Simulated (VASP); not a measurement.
Band structure of Ta3Si (space group Fm-3m). Level of theory: PBE GGA, VASP's PBE PAW potentials (set 64) (plane waves; VASP).

Unless said otherwise, spin-orbit coupling is left out, though it shifts the bands of the heavy elements here.

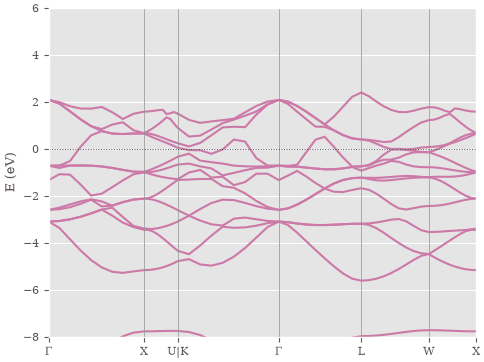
Fig. 1. Bands along high-symmetry lines, zero at the valence-band maximum or, without a gap, the Fermi level

Read the plot: is there a gap, and where are the band edges?

It has no gap at this level: it comes out as a metal or semimetal.

The structure was generated: Ta3Si was put into an ordered model structure, which need not be its known phase. The cell was not relaxed at this level. The electron count is odd and the run is not spin-polarised, which forces a metal.
